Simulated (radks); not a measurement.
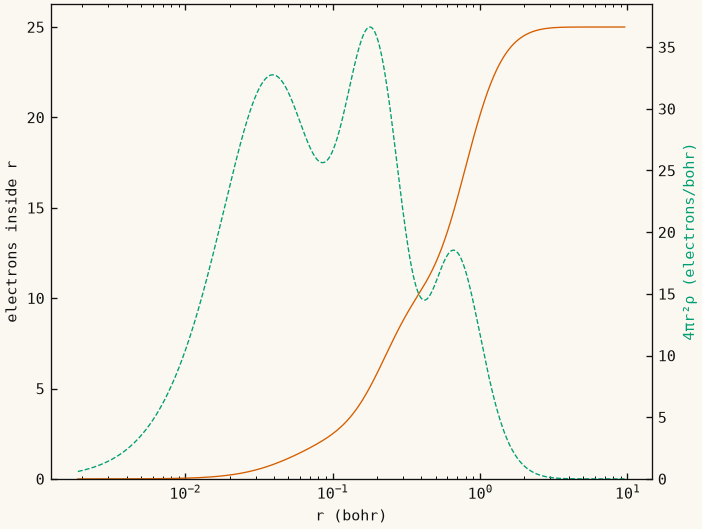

Co²⁺ (Z = 27, 25 electrons) in the configuration [Ar] 3d7 (3d3/2: 4, 3d5/2: 3). Computed with the in-house radial solver radks: Dirac Kohn-Sham, Wu-Cohen GGA, spin-unpolarised, spherical densities, point nucleus.

The plot shows the number of electrons inside radius r (solid) and the radial density 4πr²ρ (dashed).

Read the plot.

Answer. The count levels off at 25 electrons. Half of them lie within 0.533 bohr, 90 % within 1.27 bohr and 99 % within 2.28 bohr. The radial density has minima at 0.0853 and 0.419 bohr, where the count stands at 2.1 and 10.7; these part the shells that the density resolves.
